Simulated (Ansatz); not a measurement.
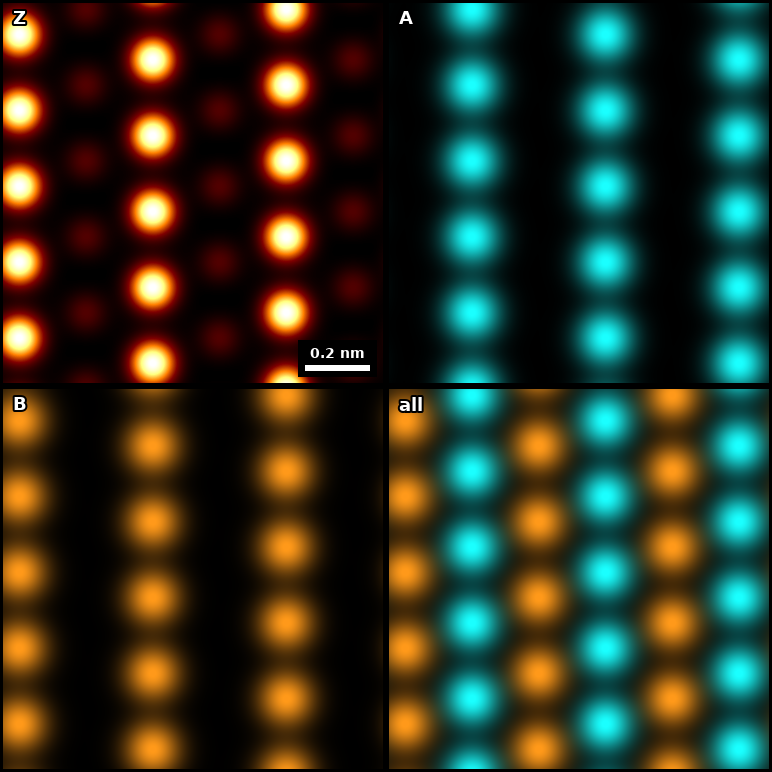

NiAu (R-3m, No. 166) along [100]. Panel Z: Simulated incoherent Z contrast: every atom adds Z^1.7 spread by a probe of 1.07 Å full width; channelling and multiple scattering are left out. The probe carries 25 % of its weight in a tail 2.5 times as wide. The other panels are simulated element maps (the number of atoms of one element along the beam, blurred by 1.4 Å; each on its own scale, no channelling); the last overlays them. Atomic positions: the end point of a relaxation with Ansatz, DFT PBEsol, scalar-relativistic, plane waves, PAW; the starting structure was generated, so it need not be a known form of this composition.

```
CELL_PARAMETERS angstrom
2.76601 0.00000 0.00000
-1.38300 2.39543 0.00000
0.00000 0.00000 12.64692
ATOMIC_POSITIONS crystal
Ni 0.66667 0.33333 0.83333
Au 0.00000 0.00000 0.00000
Ni 0.33333 0.66667 0.16667
Au 0.66667 0.33333 0.33333
Ni 0.00000 0.00000 0.50000
Au 0.33333 0.66667 0.66667
```

Question: Which element does each lettered map show?

Answer: A: Ni, B: Au. The projected cell (2.40 × 4.29 Å, 101°) holds 2 columns: 1 of Ni and 1 of Au. No column is shared by two of the mapped elements.
